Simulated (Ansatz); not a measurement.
**F$_{2}$H$_{4}$Si$_{2}$···NH$_{3}$···HF: density, localisation and related maps**

```xyz
14

Si   -0.1894   -0.1720   -0.4121
Si   -0.9523   -0.9397    1.7006
F    -1.1304   -1.0922   -1.3492
F     1.3443   -0.6526   -0.2526
H    -0.5207    1.2757   -0.3563
H     1.3242    1.1334   -2.2284
N     0.5885    0.4470   -2.3563
H     0.7918    0.9999    2.3268
F     1.2440    1.7428    1.9950
H    -2.3739   -0.5799    1.9687
H    -0.7879   -2.4005    1.9393
H    -0.1770   -0.2808    2.8142
H     0.9788   -0.3411   -2.8619
H    -0.1399    0.8600   -2.9278
```

The reactant side of a reaction path; geometry: PBE0-D4/def2-TZVP.

All numbers below come from RKS PBE0-D4/def2-TZVPP in Ansatz 0.2.0.

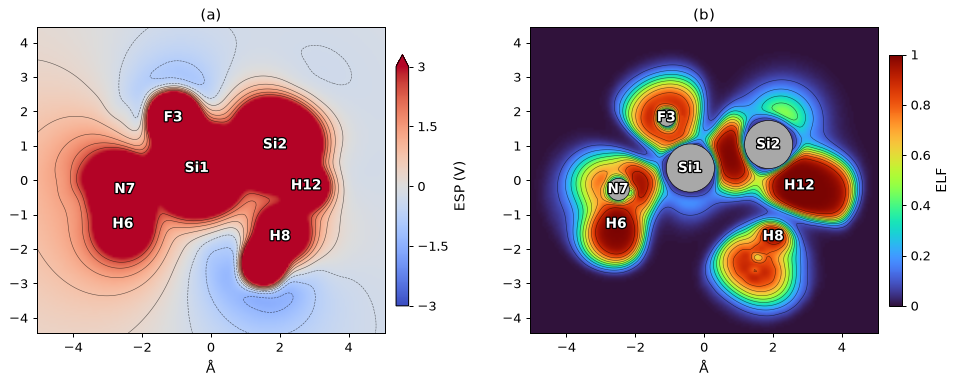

Figure 1. (a) electrostatic potential; (b) ELF on the plane of atoms Si2, Si1 and F3. Grey discs cover the atomic cores in the ELF map.

> What do the fields say about this system?

Atoms in the plane: Si, F, H and N. Si1···N7 (2.18 Å): the ELF peaks at about 0.95 in the valence shell of N, 0.7 Å from its nucleus, and is about 0.75 at the midpoint. Si–F (1.62 Å): the ELF peaks at about 0.85 in the valence shell of F, 0.6 Å from its nucleus, and is about 0.55 at the midpoint. Si–Si (2.37 Å): the ELF peaks at about 1 between the atoms, as expected for localised, covalent bonding. N–H (1.01 Å): the ELF climbs to about 1 towards the hydrogen, as it does in any bond to H; an ordinary covalent bond to hydrogen. Si–H (1.51 Å): the ELF climbs to about 1 towards the hydrogen. The ELF also peaks beside F9 and F3, away from the bonds: lone-pair regions. Outside the dense part of the complex the potential is most negative (−1.5 V) near F9, which lies off the plane.

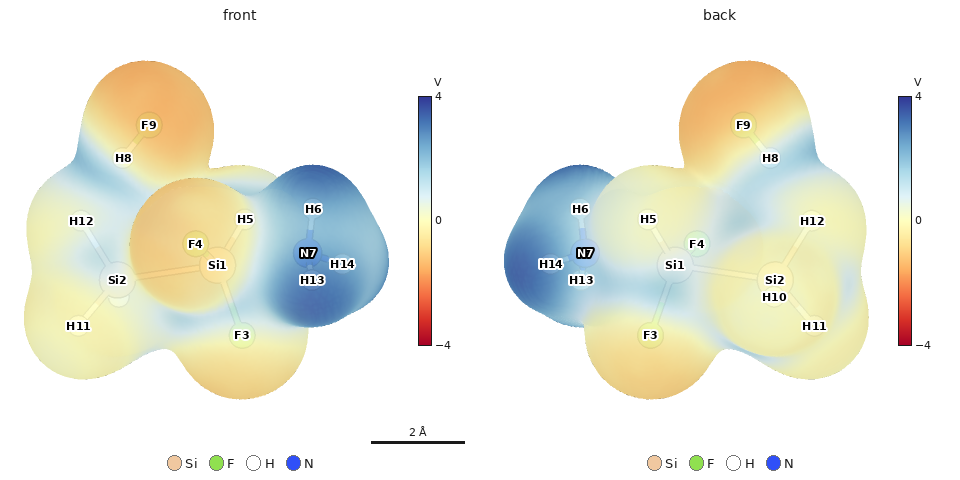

Figure 2. The electrostatic potential painted on the density surface at 0.004 e/bohr³, seen from the front and from behind; red is negative and blue positive.

> Where is the surface potential most negative and most positive?

The most negative region (about −1.4 V, or −32 kcal/mol for a unit charge) lies over F9, the most positive (about +3.4 V, or +78 kcal/mol for a unit charge) over H6, H13 and H14.

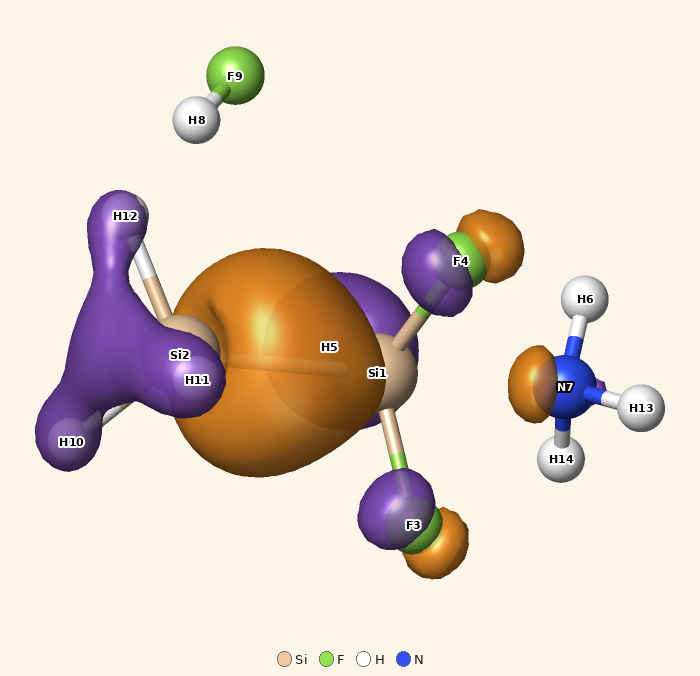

Figure 3. The HOMO at ±0.15 Å⁻³ᐟ² (orange and purple are the two phases), seen at a tilt.

> Where does this orbital lie, and at what energy?

By Hirshfeld shares it lies mainly on Si2 (about 35 %), Si1 (about 25 %) and H5 (about 10 %). Its energy is −7.28 eV.
